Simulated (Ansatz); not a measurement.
Cu₂O₂ (quintet)

```xyz
4

Cu    1.3454   -0.1720    0.0494
Cu   -1.3389    0.1887   -0.1169
O     0.1142    0.2964   -1.2005
O    -0.1206   -0.3130    1.2681
```

Geometry: PBE0-D4/def2-SVP.

Level of theory: Ansatz 0.2.0, UKS PBE0-D4/def2-TZVP.

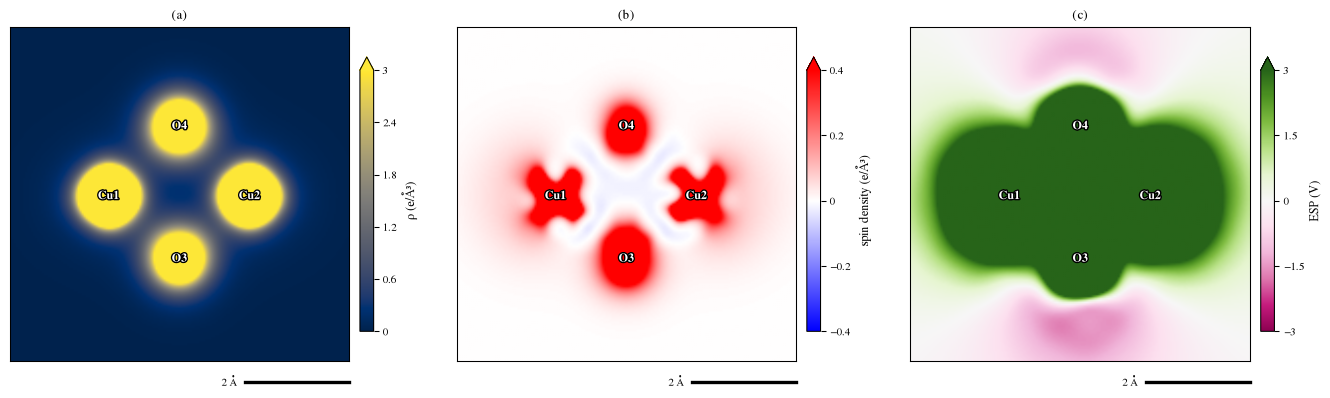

Figure 1. (a) electron density; (b) spin density; (c) molecular electrostatic potential on the molecular plane.

Interpret the plot.

Answer. The section cuts through Cu and O sites. Cu–O (1.82 Å): ρ at the midpoint is about 0.85 e/Å³. Cu–O (1.91 Å): ρ at the midpoint is about 0.67 e/Å³. The unpaired spin (4 electrons) lies mostly on O4 (about 1.1), Cu1 (about 1.1), Cu2 (about 1.1) and O3 (about 0.7), in electrons by Hirshfeld's partition. Outside the dense part of the molecule the potential is most negative (−1.7 V) near O3.

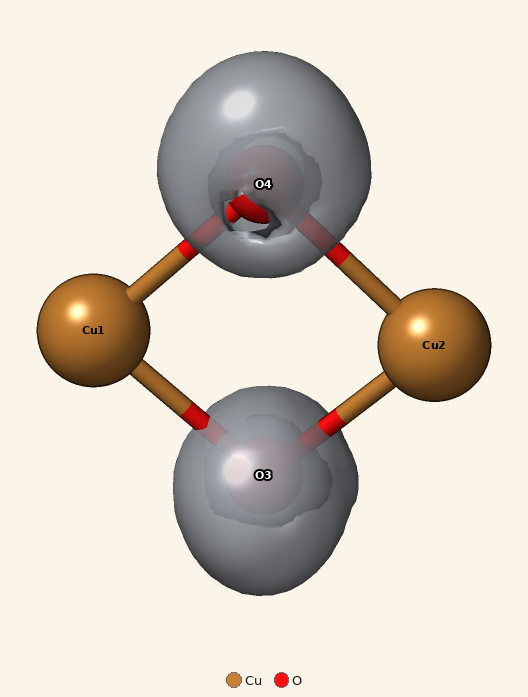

Figure 2. Isosurface of the electron localisation function at 0.75 (grey), seen at a tilt. Core shells and regions of very low density are left out.

What do the ELF domains correspond to?

Answer. At this value the surface marks out two regions wrapped around O (the valence shell of each). Profiles from the grid: Cu–O (1.82 Å): the ELF peaks at about 0.80 in the valence shell of O, 0.6 Å from its nucleus, and is about 0.25 at the midpoint. Cu–O (1.91 Å): the ELF peaks at about 0.90 in the valence shell of O, 0.5 Å from its nucleus, and is about 0.20 at the midpoint.

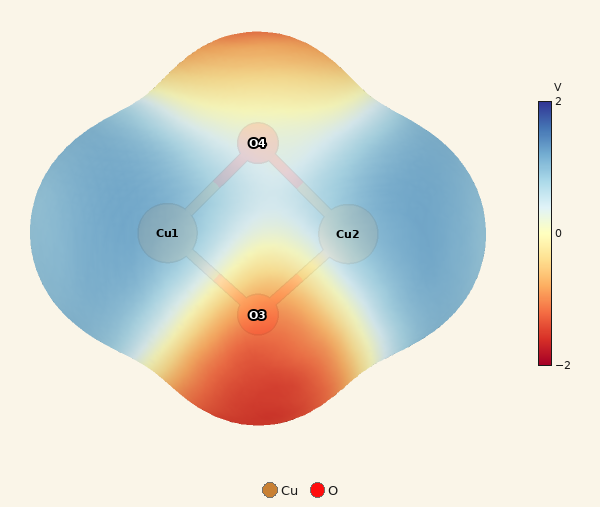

Figure 3. The molecular electrostatic potential painted on the density surface at 0.002 e/bohr³, seen across its widest extent; red is negative and blue positive.

Describe the electrostatic potential map.

Answer. The most negative region (about −1.6 V) lies over O3, the most positive (about +1.2 V) over Cu1 and Cu2. O3 is the likeliest acceptor of a hydrogen bond.
